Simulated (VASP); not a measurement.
Band structure of AlGa₃N₄ (space group P-43m). Level of theory: modified Becke-Johnson potential (mBJ), VASP's PBE PAW potentials (set 64) (plane waves; VASP 6.6.1).

mBJ is a potential without an energy functional, so only the levels count.

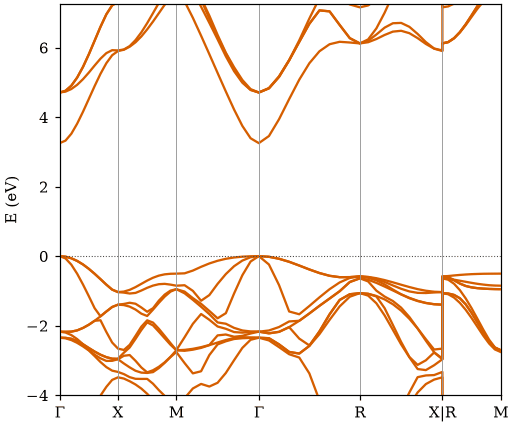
*Bands along high-symmetry lines, zero at the valence-band maximum or, without a gap, the Fermi level*

Question: Read the plot: is there a gap, and where are the band edges?

Answer: The gap is direct, 3.25 eV, from the valence maximum at Γ to the conduction minimum at Γ.

The structure comes from a computed database's AlGa3N4 entry (P-43m); how it stands against other phases isn't given here. It was relaxed first. The cell's shape comes from a PBE relaxation.
